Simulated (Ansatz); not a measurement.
One crystal and one scan (scan of one atom of the cell) at two levels, PBE (plane waves to 420 eV, PAW, scalar-relativistic; Ansatz, an electronic-structure program) and PBEsol (plane waves to 420 eV, PAW, scalar-relativistic; Ansatz), each from its own relaxed cell and on its own mesh. The cell shown is that of PBE.

Starting cell, TiO$_{2}$ (rutile):

```
TiO2
1.0
    4.64353     0.00000     0.00000
    0.00000     4.64353     0.00000
    0.00000     0.00000     2.96370
Ti O
2 4
Direct
  0.00000   0.00000   0.00000
  0.50000   0.50000   0.50000
  0.30512   0.30512   0.00000
  0.80512   0.19488   0.50000
  0.19488   0.80512   0.50000
  0.69488   0.69488   0.00000
```

In this cell atom 1 (Ti, nearest neighbour O at 1.958 Å; its periodic images, 3.0 Å or more away, move with it) is moved by s along Cartesian x, unit vector (1.000, 0.000, 0.000); all other atoms and the cell stay fixed.

Energies are smeared free energies. The PAW data are Ansatz's earlier set. TiO2 is run without spin polarisation. TiO2 was relaxed with its symmetry unable to fall. (PBE) Left out: 2 of 11 points, with atoms too close for the PAW data. (PBEsol) Left out: 4 of 11 points, with atoms too close for the PAW data. Percentages come from the unrounded values.

```
quantity                                                            PBE  PBEsol     PBE − PBEsol
----------------------------------------------------------------  -----  ------  ---------------
Lattice constant a (Å)                                            4.644   4.592  +0.052 (+1.1 %)
Lattice constant c (Å)                                            2.964   2.939  +0.025 (+0.8 %)
Relaxed volume (Å³/atom)                                          10.65   10.33   +0.32 (+3.1 %)
Force constant k = d²E/ds² at s = 0 (finite differences) (eV/Å²)  14.60   15.89   -1.29 (-8.1 %)
```

PBE gives the higher value for: lattice constant a; lattice constant c; relaxed volume. PBE gives the lower value for: force constant k = d²E/ds² at s = 0. Both give the same shape of the curve: a single well with its minimum at or next to zero displacement. Neither level is exact: the differences show how much the result hangs on the functional.

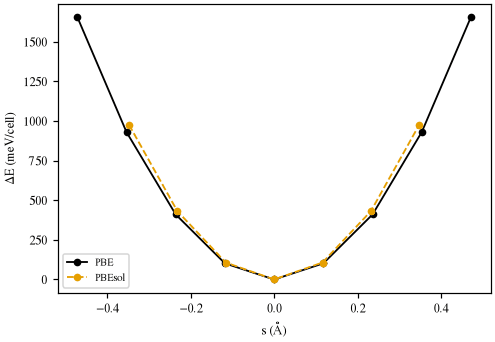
*ΔE, each from the undisplaced structure of its own level.*

(A displaced cell: forces are minus the slopes of the energy, force constants its curvatures, and phonons follow from these.)
